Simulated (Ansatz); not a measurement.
Nudged elastic band, with input and output: SiNH2ClF2

System: SiNH2ClF2, SMILES N[Si](F)(F)Cl.
Method: RKS B3LYP/def2-SVP (Ansatz 0.2.0).

It belongs to a series of runs on one base structure; here: band between the two ends. Figures and captions count atoms from 1; the log counts them from 0 in places.

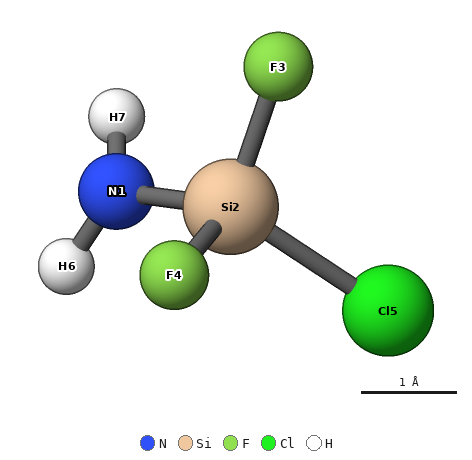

*The starting structure (ball-and-stick view, seen at a tilt; atoms are numbered from 1 in the order of the input).*

Bond lengths as drawn: Cl–Si 2.05 Å, F–Si 1.61 Å, H–N 1.01 Å and N–Si 1.69 Å.

**Input file**
```yaml
crystal:
  periodic: [false, false, false]
  atoms:
    - { symbol: "N", position_ang: [-0.709306, 0.549544, 0.609002] }
    - { symbol: Si, position_ang: [0.370358, -0.42371, -0.253627] }
    - { symbol: F, position_ang: [1.643109, -0.699358, 0.689358] }
    - { symbol: F, position_ang: [-0.31822, -1.827593, -0.628309] }
    - { symbol: Cl, position_ang: [1.074214, 0.335996, -2.027804] }
    - { symbol: H, position_ang: [-1.625663, 0.798615, 0.252913] }
    - { symbol: H, position_ang: [-0.373292, 1.198505, 1.312766] }
basis:
  gaussian: { orbitals: def2-SVP }
hamiltonian:
  xc: b3lyp
neb:
  order_check: false
  images: 5
  f_tol: 0.03
  max_iterations: 60
  initial_path: idpp
  final_atoms:
    - { symbol: "N", position_ang: [-0.72804197, 0.60694943, 0.49468416] }
    - { symbol: Si, position_ang: [0.3925301, -0.41551229, -0.24473172] }
    - { symbol: F, position_ang: [1.79484699, -0.56145017, 0.53880359] }
    - { symbol: F, position_ang: [-0.18130404, -1.91843223, -0.29872857] }
    - { symbol: Cl, position_ang: [0.81299518, 0.26626875, -2.12602032] }
    - { symbol: H, position_ang: [-0.83486232, 1.57792809, 0.22484411] }
    - { symbol: H, position_ang: [-1.19496394, 0.37624742, 1.36544775] }
```

Machine: 1 thread of Arm Neoverse N1, 24 GiB of memory available, shared host.

Run as:
```bash
ansatz run input.yaml --threads 1 --pin off --max-ram 2048MiB --backend cpu --events-out ev --progress --plain --runs-dir out
```

**What the program printed**
```
Engine: ansatz 0.2.0, aarch64-unknown-linux-gnu
Functional definition: B3LYP
  parameter a0 = 0.2
  parameter ax = 0.72
  parameter ac = 0.81
  exchange = (1 - a0 - ax)*slater_x + ax*b88_x + a0*exact_x
  correlation = (1 - ac)*vwn_rpa_c + ac*lyp_c
881 factors; integrals over basis functions are off by at most 3.6e-4 eV
mean field evaluation 1: about -27343.5785 eV, gradient 6.6e1 eV
mean field evaluation 2: about -27334.6520 eV, gradient 9.3e1 eV
mean field evaluation 4: about -27351.1616 eV, gradient 1.8e0 eV
mean field evaluation 8: about -27351.1772 eV, gradient 1.1e-1 eV
mean field evaluation 16: about -27351.1772 eV, gradient 1.5e-5 eV
mean field -27351.17723743 eV, -1005.1372241817 hartree, gradient 1.5e-5 eV, S^2 0.000000; 0 other end points of the search recorded, 0 dependent functions left out
the calculation of the forces begins
reference -27351.17744346 eV, -1005.1372317530 hartree; 29, 29 occupied and 59, 59 virtual orbitals, 881 factors
881 factors; integrals over basis functions are off by at most 6.2e-4 eV
mean field evaluation 32: about -27351.1906 eV, gradient 1.3e-5 eV
mean field -27351.19059349 eV, -1005.1377150078 hartree, gradient 1.3e-5 eV, S^2 0.000000; 0 other end points of the search recorded, 0 dependent functions left out
[... from here on the field's lines of each further geometry are left out, up to the last ...]
NEB iter   1: max|band force component| = 3.569e-1 eV/Å  barrier→ = 0.0286 eV  barrier← = 0.0419 eV  CI = image 3  Δτ_max = 0.0428 Å  (180 SCF iters)
NEB iter   2: max|band force component| = 3.100e-1 eV/Å  barrier→ = 0.0088 eV  barrier← = 0.0222 eV  CI = image 2  Δτ_max = 0.0482 Å  (124 SCF iters)
NEB iter   3: max|band force component| = 1.046e-1 eV/Å  barrier→ = 0.0013 eV  barrier← = 0.0147 eV  CI = image 1  Δτ_max = 0.0223 Å  (124 SCF iters)
NEB iter   4: max|band force component| = 5.470e-2 eV/Å  barrier→ = 0.0004 eV  barrier← = 0.0138 eV  CI = image 1  Δτ_max = 0.0345 Å  (124 SCF iters)
NEB iter   5: max|band force component| = 1.013e-1 eV/Å  barrier→ = 0.0003 eV  barrier← = 0.0136 eV  CI = image 1  Δτ_max = 0.0172 Å  (118 SCF iters)
NEB iter   6: max|band force component| = 7.175e-2 eV/Å  barrier→ = 0.0002 eV  barrier← = 0.0135 eV  CI = image 1  Δτ_max = 0.0172 Å  (124 SCF iters)
the calculation of the forces begins
reference -27351.18997186 eV, -1005.1376921634 hartree; 29, 29 occupied and 59, 59 virtual orbitals, 882 factors
881 factors; integrals over basis functions are off by at most 3.6e-4 eV
mean field -27351.17703620 eV, -1005.1372167867 hartree, gradient 9.0e-6 eV, S^2 0.000000; 1 other end points of the search recorded, 0 dependent functions left out
the calculation of the forces begins
reference -27351.17724202 eV, -1005.1372243505 hartree; 29, 29 occupied and 59, 59 virtual orbitals, 881 factors
NEB iter   7: max|band force component| = 2.688e-2 eV/Å  barrier→ = 0.0002 eV  barrier← = 0.0136 eV  CI = image 1  Δτ_max = 0.0000 Å  (256 SCF iters)
```

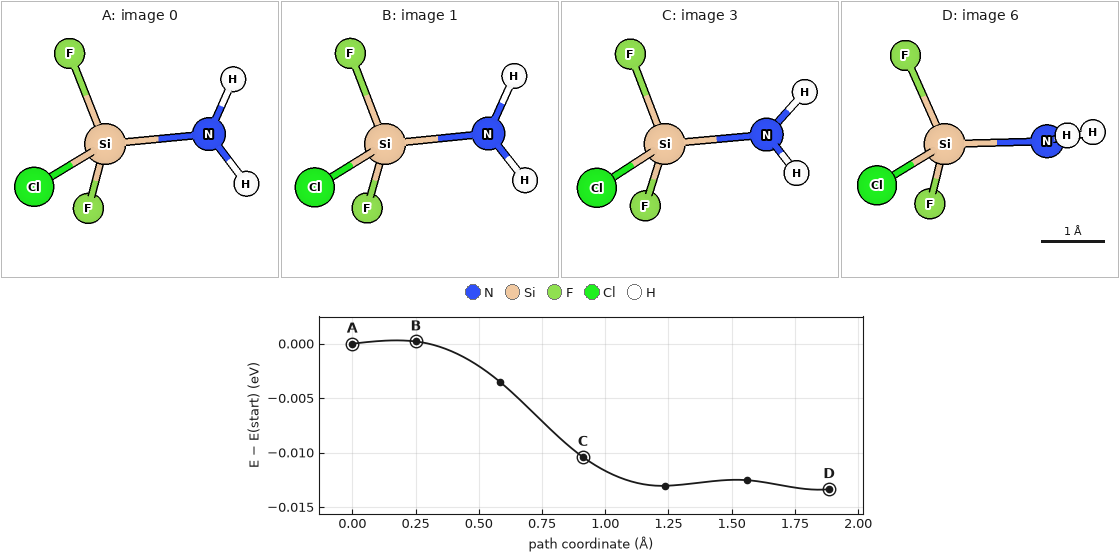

*Images of the last band (counted from 0; ball-and-stick, seen at a tilt) above the energy along the path; the line is a cubic interpolation that uses the forces.*

The highest image is number 1, 0.000 eV above the start and 0.014 eV above the end (the climbing image); the end lies 0.013 eV below the start. The path is 1.89 Å long. The band converged in 7 iterations.

```
Total energy: -27351.17724202 eV, -1005.1372243505 hartree
Atom 0 at    -0.711944     0.569324     0.578096 Å, force     0.009430     0.001855     0.000760 eV/Å
Atom 1 at     0.368693    -0.424585    -0.256752 Å, force    -0.007345     0.003594     0.004290 eV/Å
Atom 2 at     1.646451    -0.645804     0.694894 Å, force    -0.001309     0.002145    -0.005275 eV/Å
Atom 3 at    -0.267588    -1.866476    -0.580739 Å, force     0.001097    -0.003689    -0.001682 eV/Å
Atom 4 at     1.013932     0.299123    -2.065733 Å, force     0.002756    -0.002305     0.000864 eV/Å
Atom 5 at    -1.575166     0.922318     0.181486 Å, force     0.000769    -0.000133     0.000503 eV/Å
Atom 6 at    -0.413178     1.078098     1.403048 Å, force    -0.005397    -0.001467     0.000540 eV/Å
Dipole moment:    -0.355295     0.466996     0.210839 e Å
this run last wrote the band of iteration 7 to [file]
```

**The last band as extended XYZ (Å, eV, eV/Å)**
```
7
Properties=species:S:1:pos:R:3:forces:R:3 image=0 energy=-27351.17724
N    -0.7093    0.5495    0.6090   -0.0022   0.0007   0.0008
Si    0.3704   -0.4237   -0.2536    0.0026   0.0032  -0.0003
F     1.6431   -0.6994    0.6894    0.0013   0.0019   0.0007
F    -0.3182   -1.8276   -0.6283   -0.0045  -0.0023  -0.0021
Cl    1.0742    0.3360   -2.0278    0.0015  -0.0012   0.0005
H    -1.6257    0.7986    0.2529   -0.0002  -0.0023   0.0009
H    -0.3733    1.1985    1.3128    0.0014  -0.0001  -0.0006
7
Properties=species:S:1:pos:R:3:forces:R:3 image=1 energy=-27351.17704
N    -0.7119    0.5693    0.5781    0.0094   0.0019   0.0008
Si    0.3687   -0.4246   -0.2568   -0.0073   0.0036   0.0043
F     1.6465   -0.6458    0.6949   -0.0013   0.0021  -0.0053
F    -0.2676   -1.8665   -0.5807    0.0011  -0.0037  -0.0017
Cl    1.0139    0.2991   -2.0657    0.0028  -0.0023   0.0009
H    -1.5752    0.9223    0.1815    0.0008  -0.0001   0.0005
H    -0.4132    1.0781    1.4030   -0.0054  -0.0015   0.0005
7
Properties=species:S:1:pos:R:3:forces:R:3 image=2 energy=-27351.18075
N    -0.6873    0.6189    0.5384    0.0130   0.0097   0.0137
Si    0.3738   -0.4232   -0.2562    0.0102  -0.0006   0.0032
F     1.6662   -0.6075    0.6853   -0.0040   0.0074  -0.0186
F    -0.2168   -1.9016   -0.5029   -0.0016   0.0007  -0.0006
Cl    0.9277    0.2602   -2.1066    0.0064  -0.0133  -0.0023
H    -1.4816    1.0711    0.1027   -0.0054   0.0071  -0.0044
H    -0.5208    0.9142    1.4937   -0.0186  -0.0109   0.0091
7
Properties=species:S:1:pos:R:3:forces:R:3 image=3 energy=-27351.18764
N    -0.6582    0.6561    0.5257    0.0134   0.0235   0.0040
Si    0.3837   -0.4208   -0.2477    0.0270  -0.0099   0.0078
F     1.7136   -0.5857    0.6448   -0.0128   0.0036  -0.0066
F    -0.1869   -1.9200   -0.4125   -0.0031   0.0050  -0.0017
Cl    0.8449    0.2311   -2.1314   -0.0090  -0.0047  -0.0030
H    -1.3596    1.2037    0.0421   -0.0013  -0.0034  -0.0048
H    -0.6764    0.7677    1.5333   -0.0143  -0.0142   0.0042
7
Properties=species:S:1:pos:R:3:forces:R:3 image=4 energy=-27351.19028
N    -0.6454    0.6658    0.5293    0.0095   0.0191   0.0014
Si    0.3970   -0.4191   -0.2336    0.0024  -0.0268   0.0056
F     1.7732   -0.5651    0.5907   -0.0219   0.0121  -0.0167
F    -0.1613   -1.9294   -0.3212   -0.0011  -0.0064   0.0113
Cl    0.7626    0.2110   -2.1440    0.0115   0.0132  -0.0005
H    -1.2138    1.3248    0.0110   -0.0023  -0.0036   0.0005
H    -0.8510    0.6440    1.5221    0.0020  -0.0076  -0.0016
7
Properties=species:S:1:pos:R:3:forces:R:3 image=5 energy=-27351.18977
N    -0.6895    0.6312    0.5150    0.0066   0.0117  -0.0125
Si    0.3964   -0.4238   -0.2287    0.0085  -0.0095   0.0084
F     1.8150   -0.5129    0.5320   -0.0132   0.0047  -0.0057
F    -0.1281   -1.9471   -0.2283   -0.0003  -0.0016   0.0019
Cl    0.7098    0.1841   -2.1557    0.0010   0.0011  -0.0003
H    -1.0434    1.4548    0.0435   -0.0030   0.0011   0.0060
H    -0.9991    0.5457    1.4766    0.0004  -0.0075   0.0022
7
Properties=species:S:1:pos:R:3:forces:R:3 image=6 energy=-27351.19059
N    -0.7302    0.6218    0.4725   -0.0093   0.0099   0.0104
Si    0.3943   -0.4223   -0.2298    0.0051   0.0004  -0.0039
F     1.8003   -0.5280    0.5536    0.0014  -0.0002   0.0031
F    -0.1701   -1.9297   -0.2217   -0.0011  -0.0024  -0.0014
Cl    0.8037    0.1865   -2.1384   -0.0031  -0.0002   0.0011
H    -0.8442    1.5806    0.1645    0.0017  -0.0116   0.0030
H    -1.1926    0.4231    1.3535    0.0053   0.0039  -0.0123
```

**Results in brief**

- outcome: converged
- barrier, forward: 0.000 eV
- barrier, backward: 0.014 eV
- wall time: 3.6 min
- peak memory: 0.27 GiB

The order of the saddle point was not checked.
